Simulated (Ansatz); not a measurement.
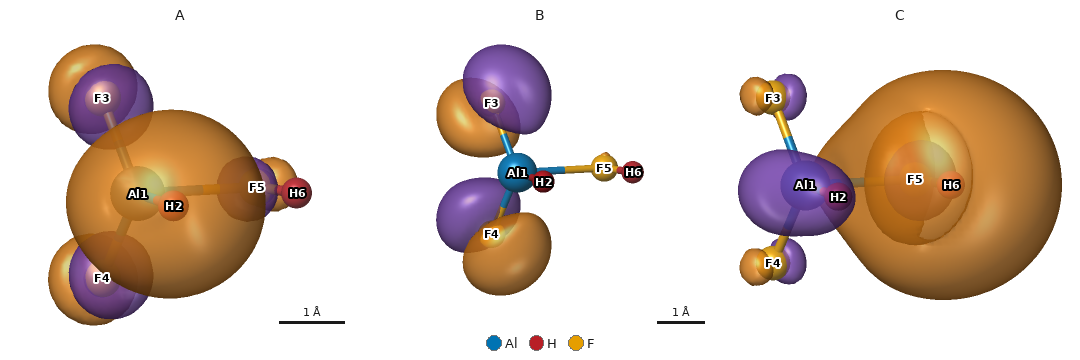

AlF$_{3}$H$_{2}$. Three frontier orbitals at ±0.08 Å⁻³ᐟ² (orange and purple are the two phases), in no order.

Level of theory: Ansatz 0.2.0, RKS B3LYP-D4/def2-SVP.

Input

```
crystal:
  periodic: [false, false, false]
  atoms:
    - { symbol: Al, position_ang: [0.001075, 0.232639, -0.074821] }
    - { symbol: H, position_ang: [0.015431, 0.216748, 1.488133] }
    - { symbol: F, position_ang: [1.421064, 0.349914, -0.917141] }
    - { symbol: F, position_ang: [-1.435321, 0.262549, -0.896455] }
    - { symbol: F, position_ang: [0.057761, -2.339532, 1.21197] }
    - { symbol: H, position_ang: [0.06779, -1.620818, 1.800314] }
basis:
  gaussian: { orbitals: def2-SVP }
hamiltonian:
  xc: b3lyp
  dispersion: d4
relax:
  f_tol: 0.03
  max_steps: 50
output:
  orbitals: {}
```

Launched as:

```sh
ansatz run input.yaml --threads 1 --pin off --max-ram 2048MiB --backend cpu --events-out ev --progress --plain --runs-dir out
```

The fields are those of the run's last geometry, not of the input's.

**Which picture is the HOMO−1, the HOMO and the LUMO?**

B is the HOMO−1 (−10.15 eV). By Hirshfeld shares it lies mainly on F3 (about 45 %) and F4 (about 45 %); largely a combination of lone pairs on F3 and F4. A is the HOMO (−9.09 eV). Its weight (Hirshfeld) is mainly on H2 (about 45 %), Al1 (about 30 %), F3 (about 10 %) and F4 (about 10 %). C is the LUMO (−0.91 eV). By Hirshfeld shares it lies mainly on H6 (about 50 %), F5 (about 25 %) and Al1 (about 20 %).

**What is the HOMO–LUMO gap?**

8.18 eV between the orbital energies.
